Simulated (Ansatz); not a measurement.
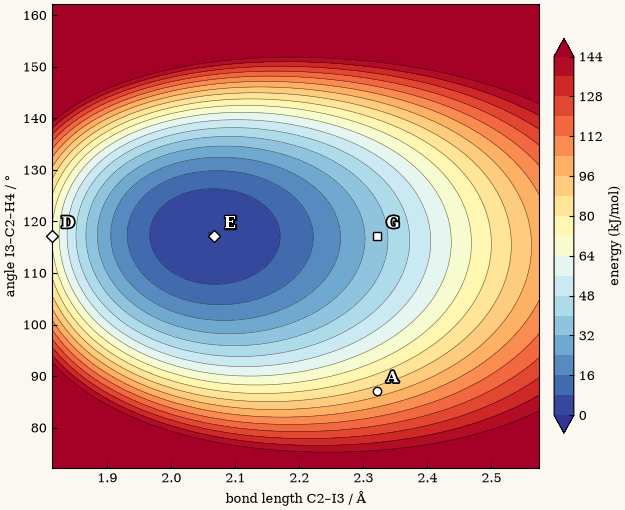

CHClI, SMILES Cl[CH]I, spin multiplicity 2. The first coordinate is: bond length C2–I3; the second: angle I3–C2–H4. Nothing is relaxed (all other coordinates rigid). The grid has 7 × 7 points. Points are written as (first, second). Energies: kJ/mol, counted from the lowest grid point. These are results of Ansatz 0.2.0, UKS r2SCAN-D4/def2-TZVP, not measurements.

The picture shows filled contours, one colour for all values above the top of the scale, lettered points. Between grid points the surface is interpolated.

What kind of point is each of A, E: minimum, saddle, maximum or slope?

A: on a slope; E: minimum. (In these two coordinates alone; a stationary point may lie a little off the grid point.)

Rank the lettered points by energy, lowest first.

E (0 kJ/mol), G (36 kJ/mol), D (72 kJ/mol), A (91 kJ/mol).
